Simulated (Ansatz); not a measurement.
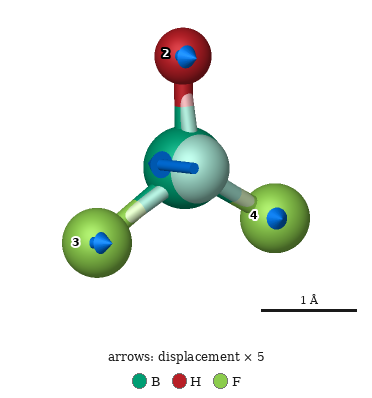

A relaxation of BHF₂. The starting structure is drawn faded, the final one solid; blue arrows show the displacements, 5 times their true length. The two geometries are superimposed by the best rigid fit.

Style: ball-and-stick. Shown at a tilt.

It is one of the separated products of a reaction.

These are results of RKS PBE0-D4/def2-TZVP (Ansatz), not measurements. (force threshold 0.005 eV/Å; at most 200 steps)

Question: Atoms of which element are displaced furthest, and by how much?

Answer: Boron: up to 0.17 Å, against 0.06 Å for hydrogen.

Question: Describe the change and its energy.

Answer: Over 5 geometry steps the energy falls by 35.9 kJ/mol. Largest force component: 3.5 eV/Å at the start, 0.0045 eV/Å at the end. The atom that moves furthest after the best rigid fit is the B atom (0.17 Å). Largest moves by element: B 0.17 Å, H 0.06 Å, F 0.05 Å. Near-neighbour distances that change, for instance: B–F 1.358 → 1.313 Å, B–H 1.199 → 1.191 Å. Among the angles between lasting bonds that change: H–B–F 117.5° → 121.0°, F–B–F 115.0° → 118.0°. The run took of the order of 9 core-seconds on a shared host.
